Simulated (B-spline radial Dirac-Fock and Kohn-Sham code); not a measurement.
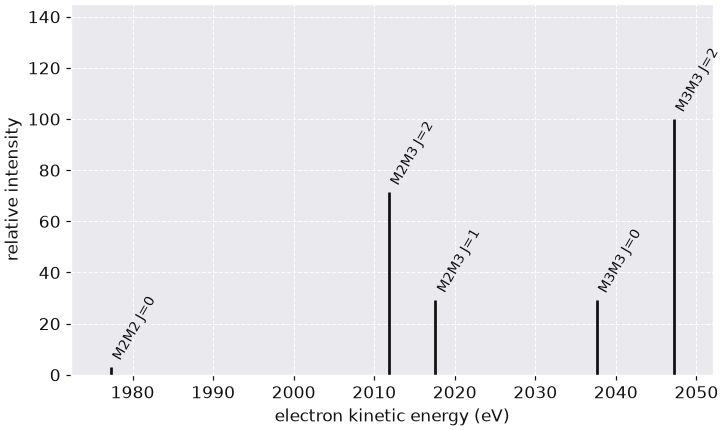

The Auger multiplet of an L3 hole with both final holes in M23, lines labelled by the leading pair of holes and J, as sticks. Kinetic energies count from the vacuum level; very weak lines are left out. Lines are named by their largest jj component, which in light atoms can differ from the customary names. Species: silver in charge state +6 (Ag⁶⁺) ([Kr] 4d5). Level of theory: Dirac–Fock ΔSCF energies in intermediate coupling of the two holes, Coulomb rates, valence shells as spectators; calculated with a B-spline radial atomic code.

**Which line is strongest?**

L3-M3M3 J=2 at 2.047 keV, 43 % of the multiplet.
